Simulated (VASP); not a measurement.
Band structure of Mg₂Ge (antifluorite). All values below come from optB88-vdW, VASP's PBE PAW potentials (set 64) (plane waves; VASP).

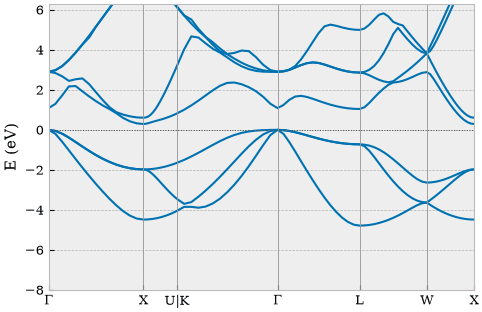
Figure: Bands along high-symmetry lines, zero at the valence-band maximum or, without a gap, the Fermi level

Q: Read the plot: is there a gap, and where are the band edges?

A: The gap is indirect, 0.29 eV, from the valence maximum at Γ to the conduction minimum at X. (Edges off the drawn lines would not show.)

Measured: gap 0.74 eV (computed value off by -0.45 eV), as given by Byungki Ryu et al., Journal of the Korean Physical Society (2019), arXiv:1905.06140.

The compound is Mg2Ge in the antifluorite structure. It was relaxed first.
